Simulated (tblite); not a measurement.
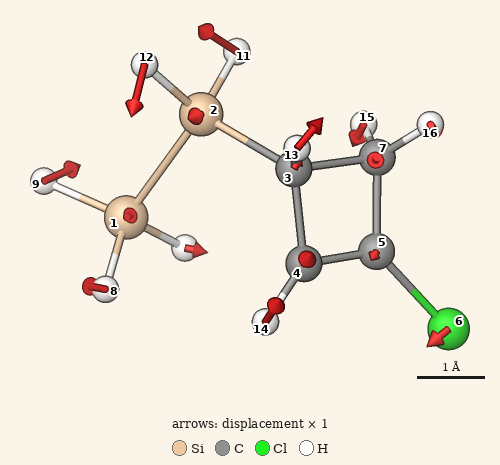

This is a relaxation of C4H9ClSi2. The starting structure is drawn; red arrows show the displacements, at their true length. The two geometries are superimposed by the best rigid fit.

The picture is a ball-and-stick view, seen at a tilt.

Theory: GFN2-xTB geometry optimisation, gas phase in tblite. 

Question: Which element moves most?

Answer: Hydrogen: up to 1.14 Å, against 0.47 Å for chlorine.

Question: What did the optimiser do to the structure, and how much energy did it gain?

Answer: The atom that moves furthest after the best rigid fit is an H atom (1.14 Å). Largest moves by element: H 1.14 Å, Cl 0.47 Å, C 0.45 Å, Si 0.38 Å. Some distances before and after: Si–Si 2.217 → 2.313 Å, C–Cl 1.782 → 1.712 Å, C–C 1.428 → 1.498 Å, C–C 1.494 → 1.554 Å. Bond angles that change, for instance: Si–Si–H 107.6° → 114.8°, Si–Si–H 105.9° → 113.0°, Si–C–C 108.4° → 115.2°. Groups turn about C–Si by about 45°, Si–Si by about 40°. After 118 geometry steps the energy has fallen by 15.7 kcal/mol. The run took 1 s on 1 thread of Arm Neoverse V1, on a shared host.
